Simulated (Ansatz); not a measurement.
**Geometry relaxation of CH9BSi3 (part 2 of 2)**

CH9BSi3, SMILES [SiH3]C1B[SiH2][SiH2]1; RKS PBE-D4/def2-SVP (Ansatz 0.2.0). The geometry: force-field start.

Geometry of the input (Å):
```
Si -1.2165  0.9732  1.1938
C  -0.4877  0.4334  -0.4152
B  -0.8218  -1.1454  -0.6620
Si 1.2131  -1.5308  -0.6585
Si 1.3734  0.5693  -0.3438
H  -0.7454  0.2376  2.3027
H  -2.6974  0.8591  1.1042
H  -0.9019  2.4532  1.3896
H  -0.8701  1.0467  -1.2248
H  -1.7663  -1.7927  -0.7519
H  1.5315  -2.3603  0.5188
H  1.6306  -1.9794  -1.9570
H  1.8320  0.9170  1.0018
H  1.9136  1.2899  -1.4689
```

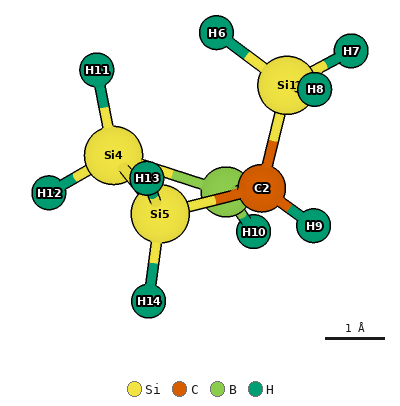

The geometry at step 15 of the log (ball-and-stick view, seen at a tilt; atoms are numbered from 1 in the order of the input).

**Trajectory as extended XYZ, continued**
```
14
Properties=species:S:1:pos:R:3:forces:R:3 step=7 energy=-25467.92177
Si   -1.2231    0.8858    1.2458    0.0559  -0.0227  -0.0617
C    -0.5556    0.5621   -0.5274   -0.1329   0.1210   0.0423
B    -0.7581   -0.9561   -0.7913    0.1638  -0.0640  -0.0399
Si    1.1316   -1.7109   -0.4290   -0.0210  -0.0687  -0.0754
Si    1.3782    0.6350   -0.4303    0.0278   0.0806   0.0683
H    -0.5566   -0.0062    2.2584    0.0080  -0.0058  -0.0206
H    -2.7110    0.6677    1.2976    0.0181  -0.0234   0.0107
H    -0.9239    2.3207    1.5871   -0.0013  -0.0245   0.0114
H    -1.1670    1.2853   -1.1188    0.0720  -0.0488   0.0338
H    -1.7528   -1.4718   -1.2664   -0.0364   0.0229  -0.0170
H     1.4768   -2.5631    0.7716   -0.0171   0.1044  -0.0566
H     1.7634   -2.3310   -1.6634   -0.0751  -0.0070   0.1275
H     1.9024    1.4027    0.7671   -0.0299  -0.0025  -0.0745
H     1.9829    1.2505   -1.6722   -0.0320  -0.0614   0.0514
14
Properties=species:S:1:pos:R:3:forces:R:3 step=8 energy=-25467.94607
Si   -1.1909    0.8233    1.2538    0.0408  -0.0188  -0.0689
C    -0.5647    0.6010   -0.5560   -0.1812   0.0986   0.1631
B    -0.7649   -0.9102   -0.8600    0.2506   0.0250   0.0699
Si    1.0995   -1.6798   -0.4007   -0.0011  -0.3162   0.0639
Si    1.3653    0.6581   -0.4338    0.1009   0.1768  -0.1955
H    -0.4670   -0.0984    2.2017   -0.0079   0.0192  -0.0463
H    -2.6713    0.5669    1.3498    0.0330  -0.0229  -0.0008
H    -0.9145    2.2496    1.6523   -0.0020  -0.0462  -0.0005
H    -1.1728    1.3607   -1.1028    0.0727  -0.0778   0.0245
H    -1.7336   -1.4156   -1.3880   -0.0762   0.0074  -0.0735
H     1.3692   -2.4418    0.8885   -0.0724   0.1263  -0.1991
H     1.7602   -2.4286   -1.5555   -0.0695   0.1455   0.2309
H     1.8977    1.5131    0.7027   -0.0292  -0.0956  -0.0844
H     1.9749    1.1724   -1.7231   -0.0585  -0.0214   0.1166
14
Properties=species:S:1:pos:R:3:forces:R:3 step=9 energy=-25467.96368
Si   -1.1588    0.7697    1.2672    0.1082  -0.0605  -0.1050
C    -0.5776    0.6374   -0.5741   -0.2264   0.1366   0.2336
B    -0.7743   -0.8642   -0.9147    0.1232  -0.0402  -0.0093
Si    1.0516   -1.6641   -0.3479    0.1545  -0.3302  -0.0084
Si    1.3541    0.6721   -0.4748    0.1168   0.1900  -0.0974
H    -0.3778   -0.1818    2.1461   -0.0647   0.0979  -0.0767
H    -2.6294    0.4645    1.3946    0.0629   0.0011  -0.0014
H    -0.9033    2.1870    1.7149   -0.0167  -0.0753  -0.0019
H    -1.1907    1.4230   -1.0799    0.1034  -0.1431   0.0148
H    -1.7170   -1.3495   -1.5196    0.0654   0.0537   0.0107
H     1.2357   -2.3544    1.0039   -0.0675   0.1784  -0.3203
H     1.8084   -2.4633   -1.4172   -0.2157   0.1706   0.3045
H     1.9136    1.5631    0.6257   -0.0525  -0.1113  -0.1337
H     1.9527    1.1311   -1.7955   -0.0910  -0.0675   0.1905
14
Properties=species:S:1:pos:R:3:forces:R:3 step=10 energy=-25467.98009
Si   -1.1518    0.7556    1.2737    0.1004  -0.0562  -0.0743
C    -0.5809    0.6489   -0.5674   -0.1600   0.1272   0.1857
B    -0.7605   -0.8487   -0.9311    0.0455  -0.0821  -0.0215
Si    1.0513   -1.6547   -0.3452    0.0658  -0.2883  -0.0239
Si    1.3522    0.6843   -0.4905    0.0929   0.1149  -0.0561
H    -0.3504   -0.1914    2.1376   -0.0653   0.0897  -0.0707
H    -2.6157    0.4244    1.4058    0.0517   0.0033   0.0008
H    -0.9169    2.1692    1.7399   -0.0143  -0.0495  -0.0018
H    -1.1969    1.4301   -1.0739    0.0923  -0.1108   0.0222
H    -1.6921   -1.3272   -1.5605    0.0873   0.0618   0.0122
H     1.1853   -2.3119    1.0217   -0.0272   0.1470  -0.2287
H     1.7943   -2.5118   -1.3691   -0.1445   0.1787   0.2253
H     1.9293    1.5695    0.6023   -0.0468  -0.0832  -0.1093
H     1.9398    1.1345   -1.8146   -0.0779  -0.0524   0.1401
14
Properties=species:S:1:pos:R:3:forces:R:3 step=11 energy=-25468.00416
Si   -1.1373    0.7526    1.3008   -0.0275   0.0283  -0.0172
C    -0.6016    0.6532   -0.5291   -0.0050  -0.0660   0.1156
B    -0.7389   -0.8375   -0.9434   -0.1239   0.0649  -0.2639
Si    1.0210   -1.6689   -0.3358    0.1646  -0.0625   0.0591
Si    1.3302    0.6679   -0.5065    0.0308   0.0047  -0.0232
H    -0.3055   -0.1747    2.1447   -0.0045   0.0190  -0.0023
H    -2.5878    0.3790    1.4439    0.0041   0.0014   0.0380
H    -0.9422    2.1664    1.7759    0.0007   0.0021   0.0283
H    -1.1981    1.4154   -1.0698   -0.0541   0.0494  -0.0049
H    -1.5869   -1.2569   -1.7155    0.0521  -0.0078   0.0511
H     1.1425   -2.2393    1.0523   -0.0015   0.0057  -0.0096
H     1.7805   -2.5354   -1.3081   -0.0355  -0.0288   0.0332
H     1.9448    1.5413    0.5633   -0.0040   0.0007  -0.0142
H     1.8663    1.1076   -1.8440    0.0039  -0.0113   0.0100
14
Properties=species:S:1:pos:R:3:forces:R:3 step=12 energy=-25468.01582
Si   -1.1278    0.7320    1.3203   -0.0331   0.0398   0.0837
C    -0.6188    0.6665   -0.5129    0.0155  -0.1636  -0.0103
B    -0.7147   -0.8073   -1.0096   -0.2242  -0.0077  -0.0599
Si    1.0049   -1.6705   -0.3202    0.0599   0.0031  -0.0301
Si    1.3153    0.6667   -0.5314    0.0144  -0.0266  -0.0025
H    -0.2571   -0.1809    2.1383   -0.0033   0.0041  -0.0005
H    -2.5649    0.3228    1.5060    0.0155  -0.0029  -0.0167
H    -0.9610    2.1383    1.8291    0.0081   0.0131  -0.0102
H    -1.2122    1.4351   -1.0454   -0.0543   0.0829  -0.0239
H    -1.5141   -1.2007   -1.8546    0.1971   0.0650   0.1051
H     1.0779   -2.1580    1.1018   -0.0234  -0.0014  -0.0211
H     1.7743   -2.6002   -1.2176    0.0136  -0.0230   0.0037
H     1.9580    1.5513    0.5094   -0.0015   0.0065   0.0151
H     1.8272    1.0758   -1.8843    0.0156   0.0107  -0.0325
14
Properties=species:S:1:pos:R:3:forces:R:3 step=13 energy=-25468.01905
Si   -1.1240    0.7375    1.3459   -0.0176   0.0334   0.0914
C    -0.6362    0.6627   -0.4905   -0.0463  -0.2108  -0.0202
B    -0.7085   -0.8039   -1.0250   -0.0320   0.0094  -0.2812
Si    1.0062   -1.6767   -0.3249   -0.1048  -0.0531   0.0234
Si    1.3007    0.6620   -0.5470   -0.0285  -0.0479  -0.0094
H    -0.2316   -0.1587    2.1582   -0.0023   0.0020   0.0097
H    -2.5522    0.3039    1.5504    0.0235   0.0140  -0.0209
H    -0.9712    2.1484    1.8488    0.0000   0.0007  -0.0168
H    -1.2291    1.4321   -1.0236   -0.0302   0.0662  -0.0313
H    -1.4223   -1.1645   -1.9672    0.2026   0.1126   0.3014
H     1.0299   -2.1399    1.1084    0.0250   0.0325  -0.0326
H     1.7767   -2.6467   -1.1791    0.0055   0.0307  -0.0078
H     1.9566    1.5487    0.4830   -0.0054  -0.0041   0.0229
H     1.7922    1.0660   -1.9085    0.0104   0.0144  -0.0285
14
Properties=species:S:1:pos:R:3:forces:R:3 step=14 energy=-25468.02515
Si   -1.1254    0.7455    1.3524   -0.0110   0.0337   0.0217
C    -0.6425    0.6546   -0.4863   -0.0204  -0.1616  -0.0066
B    -0.7017   -0.8075   -1.0303   -0.1061  -0.0049  -0.1740
Si    1.0040   -1.6871   -0.3333   -0.0368  -0.0240  -0.0019
Si    1.2946    0.6526   -0.5491   -0.0017  -0.0168  -0.0073
H    -0.2380   -0.1459    2.1752   -0.0005  -0.0030   0.0051
H    -2.5560    0.3201    1.5503    0.0130   0.0093   0.0011
H    -0.9682    2.1624    1.8366    0.0008  -0.0039  -0.0057
H    -1.2343    1.4257   -1.0206   -0.0192   0.0307  -0.0165
H    -1.4132   -1.1662   -1.9688    0.1759   0.0950   0.1997
H     1.0498   -2.1363    1.1024    0.0072   0.0172  -0.0140
H     1.7823   -2.6448   -1.1936   -0.0054   0.0136  -0.0003
H     1.9479    1.5208    0.4985   -0.0015   0.0050   0.0107
H     1.7880    1.0770   -1.9046    0.0056   0.0096  -0.0120
14
Properties=species:S:1:pos:R:3:forces:R:3 step=15 energy=-25468.03194
Si   -1.1258    0.7599    1.3695    0.0089   0.0256  -0.0523
C    -0.6603    0.6308   -0.4730   -0.0568  -0.0298   0.0312
B    -0.6890   -0.8188   -1.0462   -0.0879   0.0250  -0.0418
Si    0.9973   -1.7073   -0.3478    0.0302  -0.0343  -0.0005
Si    1.2785    0.6348   -0.5555    0.0161   0.0288  -0.0429
H    -0.2441   -0.1225    2.2083    0.0029  -0.0061  -0.0016
H    -2.5591    0.3525    1.5775   -0.0052  -0.0010   0.0119
H    -0.9566    2.1861    1.8215    0.0069  -0.0111   0.0007
H    -1.2505    1.4033   -1.0109    0.0078  -0.0177   0.0017
H    -1.3516   -1.1501   -2.0206    0.0982   0.0481   0.0762
H     1.0755   -2.1136    1.0983   -0.0099  -0.0081  -0.0087
H     1.7782   -2.6613   -1.2076    0.0040  -0.0051   0.0122
H     1.9261    1.4788    0.5167   -0.0070  -0.0087  -0.0043
H     1.7684    1.0981   -1.9013   -0.0081  -0.0055   0.0181
14
Properties=species:S:1:pos:R:3:forces:R:3 step=16 energy=-25468.03884
Si   -1.1251    0.7810    1.3973    0.0289  -0.0025  -0.0966
C    -0.6963    0.6053   -0.4495   -0.0861   0.0145   0.0139
B    -0.6642   -0.8247   -1.0730   -0.1104   0.0045  -0.0188
Si    0.9896   -1.7368   -0.3603    0.0121  -0.0496   0.0158
Si    1.2450    0.6114   -0.5777    0.0403   0.0888  -0.0288
H    -0.2413   -0.0925    2.2437    0.0045  -0.0055  -0.0043
H    -2.5590    0.3930    1.6355   -0.0089   0.0023   0.0117
H    -0.9324    2.2157    1.8141    0.0022  -0.0243   0.0021
H    -1.2853    1.3749   -0.9958    0.0415  -0.0590   0.0092
H    -1.2303   -1.1084   -2.1232    0.1182   0.0718   0.1103
H     1.0788   -2.0935    1.0994    0.0018   0.0149  -0.0308
H     1.7934   -2.6909   -1.1962   -0.0107  -0.0105  -0.0011
H     1.8946    1.4129    0.5273   -0.0226  -0.0173  -0.0384
H     1.7196    1.1235   -1.9126   -0.0109  -0.0281   0.0556
14
Properties=species:S:1:pos:R:3:forces:R:3 step=17 energy=-25468.04461
Si   -1.1281    0.7971    1.4221    0.0208  -0.0123  -0.0984
C    -0.7387    0.5805   -0.4269   -0.1173   0.0142  -0.0363
B    -0.6441   -0.8319   -1.0903   -0.0268   0.0614  -0.1037
Si    0.9780   -1.7681   -0.3710   -0.0411  -0.0781   0.1186
Si    1.2055    0.5898   -0.5961    0.0521   0.1290  -0.0933
H    -0.2424   -0.0751    2.2688   -0.0020  -0.0068  -0.0080
H    -2.5648    0.4399    1.6975    0.0083   0.0034   0.0024
H    -0.8999    2.2352    1.8120   -0.0084  -0.0378  -0.0010
H    -1.3245    1.3427   -0.9877    0.0676  -0.0658   0.0184
H    -1.0771   -1.0465   -2.2265    0.1247   0.0703   0.2892
H     1.1146   -2.0500    1.1054   -0.0097  -0.0017  -0.1034
H     1.7789   -2.7356   -1.1923    0.0030   0.0128  -0.0037
H     1.8509    1.3617    0.5341   -0.0395  -0.0701  -0.0635
H     1.6789    1.1310   -1.9203   -0.0318  -0.0184   0.0827
14
Properties=species:S:1:pos:R:3:forces:R:3 step=18 energy=-25468.06168
Si   -1.1521    0.8177    1.4307   -0.0552   0.1362  -0.0266
C    -0.7936    0.5898   -0.4180    0.1310  -0.0282   0.0844
B    -0.6162   -0.8239   -1.0504    0.0519  -0.0471  -0.2491
Si    0.9597   -1.8068   -0.3584   -0.0502  -0.0216   0.2047
Si    1.1543    0.5825   -0.6363    0.0205   0.0027  -0.0357
H    -0.2711   -0.0605    2.2753    0.0180  -0.0690  -0.0574
H    -2.5920    0.4957    1.7441    0.0428  -0.0078  -0.0305
H    -0.8816    2.2447    1.8396   -0.0314  -0.0263  -0.0263
H    -1.3388    1.3322   -1.0336   -0.0741   0.0039   0.0316
H    -0.8791   -1.0216   -2.2410    0.0350   0.0946   0.2578
H     1.2115   -2.0542    1.1106    0.0251   0.0318  -0.1361
H     1.7276   -2.7584   -1.2265   -0.0123   0.0097  -0.0087
H     1.8342    1.2620    0.5281   -0.0778  -0.0660  -0.0415
H     1.6243    1.1714   -1.9354   -0.0233  -0.0130   0.0334
14
Properties=species:S:1:pos:R:3:forces:R:3 step=19 energy=-25468.06690
Si   -1.1743    0.8535    1.4361   -0.0521  -0.0188  -0.0362
C    -0.8298    0.6039   -0.4037    0.1506  -0.0027  -0.0277
B    -0.5875   -0.8107   -1.0112    0.0483  -0.0395  -0.3138
Si    0.9394   -1.8454   -0.3325    0.0166  -0.0102   0.2732
Si    1.1160    0.5630   -0.6770    0.0212   0.1040   0.1070
H    -0.2944   -0.0849    2.2197   -0.0054   0.0326   0.0255
H    -2.6139    0.5347    1.7601    0.0506   0.0281  -0.0142
H    -0.8827    2.2717    1.8636   -0.0147  -0.0605  -0.0067
H    -1.3631    1.3209   -1.0575   -0.0612   0.0007   0.0196
H    -0.7161   -0.9714   -2.2377   -0.0034   0.0121   0.3900
H     1.3694   -2.0086    1.1204   -0.0957   0.0030  -0.3392
H     1.6450   -2.8041   -1.2474    0.0024   0.0423   0.0308
H     1.7991    1.1386    0.5432   -0.0719  -0.0793  -0.1399
H     1.5799    1.2096   -1.9473    0.0147  -0.0118   0.0317
14
Properties=species:S:1:pos:R:3:forces:R:3 step=20 energy=-25468.07640
Si   -1.1702    0.8452    1.4301    0.0079   0.0274  -0.0008
C    -0.8033    0.6072   -0.4063   -0.0207   0.0454  -0.0127
B    -0.5944   -0.8153   -1.0086   -0.0943   0.1019  -0.2401
Si    0.9336   -1.8271   -0.3375    0.2447  -0.2150   0.2073
Si    1.1366    0.5701   -0.6712   -0.0557   0.0598   0.0607
H    -0.2889   -0.0728    2.2356   -0.0163   0.0080   0.0096
H    -2.6111    0.5232    1.7343    0.0239  -0.0067  -0.0120
H    -0.8999    2.2654    1.8568   -0.0033  -0.0179   0.0043
H    -1.3686    1.3186   -1.0422    0.0168  -0.0176   0.0187
H    -0.7918   -0.9991   -2.2102    0.0218   0.0205   0.1610
H     1.3282   -2.0360    1.1083   -0.0388   0.0457  -0.1679
H     1.6792   -2.7568   -1.2503   -0.0433  -0.0042   0.0157
H     1.8218    1.1546    0.5378   -0.0367  -0.0344  -0.0713
H     1.6159    1.1934   -1.9478   -0.0060  -0.0128   0.0275
14
Properties=species:S:1:pos:R:3:forces:R:3 step=21 energy=-25468.07525 accepted=F
Si   -1.1735    0.8446    1.4258    0.0052   0.0374   0.0565
C    -0.7959    0.6220   -0.4104   -0.0003  -0.0483   0.0202
B    -0.5963   -0.8016   -1.0144    0.1223  -0.1827   0.0603
Si    0.9607   -1.8331   -0.3411   -0.2263   0.1288  -0.0631
Si    1.1387    0.5757   -0.6662    0.0661   0.0132  -0.0377
H    -0.2978   -0.0566    2.2558    0.0020  -0.0237  -0.0409
H    -2.6128    0.5087    1.7140   -0.0026  -0.0098  -0.0133
H    -0.9209    2.2625    1.8662   -0.0042   0.0182  -0.0131
H    -1.3707    1.3340   -1.0379    0.0546  -0.0280   0.0107
H    -0.8319   -1.0021   -2.1987    0.0400   0.0143   0.0163
H     1.3512   -2.0402    1.0950   -0.0018   0.0309  -0.0035
H     1.6746   -2.7927   -1.2485   -0.0221   0.0503  -0.0063
H     1.8301    1.1629    0.5324   -0.0151  -0.0114   0.0020
H     1.6316    1.1866   -1.9431   -0.0179   0.0108   0.0120
14
Properties=species:S:1:pos:R:3:forces:R:3 step=22 energy=-25468.08121
Si   -1.1701    0.8477    1.4293   -0.0117   0.0018   0.0009
C    -0.8025    0.6111   -0.4069   -0.0147   0.0175   0.0028
B    -0.5934   -0.8112   -1.0102    0.0383  -0.0047  -0.0299
Si    0.9420   -1.8345   -0.3360    0.0016  -0.0098   0.0174
Si    1.1327    0.5712   -0.6698   -0.0078   0.0095  -0.0043
H    -0.2938   -0.0684    2.2418   -0.0006   0.0013  -0.0022
H    -2.6098    0.5182    1.7252    0.0026   0.0011  -0.0006
H    -0.9052    2.2665    1.8613   -0.0012  -0.0018  -0.0014
H    -1.3671    1.3226   -1.0422    0.0102  -0.0077   0.0088
H    -0.7912   -0.9997   -2.2043    0.0021   0.0077   0.0334
H     1.3417   -2.0254    1.1015    0.0037   0.0043  -0.0355
H     1.6677   -2.7730   -1.2538   -0.0112  -0.0026   0.0143
H     1.8202    1.1495    0.5356   -0.0089  -0.0138  -0.0101
H     1.6160    1.1962   -1.9427   -0.0025  -0.0027   0.0064
14
Properties=species:S:1:pos:R:3:forces:R:3 step=23 energy=-25468.08203
Si   -1.1773    0.8518    1.4298    0.0072   0.0081   0.0066
C    -0.8057    0.6150   -0.4048    0.0130   0.0035   0.0029
B    -0.5850   -0.8074   -1.0042   -0.0038  -0.0244   0.0046
Si    0.9437   -1.8385   -0.3360   -0.0129  -0.0089   0.0022
Si    1.1283    0.5722   -0.6760   -0.0022   0.0129   0.0057
H    -0.3011   -0.0646    2.2421   -0.0034  -0.0029  -0.0021
H    -2.6173    0.5247    1.7259   -0.0005  -0.0038  -0.0052
H    -0.9111    2.2691    1.8647   -0.0027   0.0062  -0.0006
H    -1.3694    1.3219   -1.0455    0.0048  -0.0056   0.0026
H    -0.7761   -0.9976   -2.1977    0.0064   0.0010  -0.0021
H     1.3706   -2.0218    1.0931   -0.0004   0.0087  -0.0073
H     1.6535   -2.7866   -1.2556   -0.0030   0.0075  -0.0029
H     1.8203    1.1271    0.5366   -0.0019  -0.0053  -0.0058
H     1.6136    1.2054   -1.9434   -0.0006   0.0030   0.0014
```

**Results in brief**

```csv
quantity,value
outcome,converged
total energy,−25468.0821 eV
mean-field energy,−25467.6674 eV
dispersion energy,−0.4147 eV
SCF solution under orbital rotations,stable
largest force (length of the vector) at the end,0.025 eV/Å
dipole moment,0.70 D
hardware,"4 threads of Arm Neoverse V1, 23 GiB of memory available, shared host"
wall time,41 s (CPU time 2.5 min)
peak memory,0.18 GiB
```
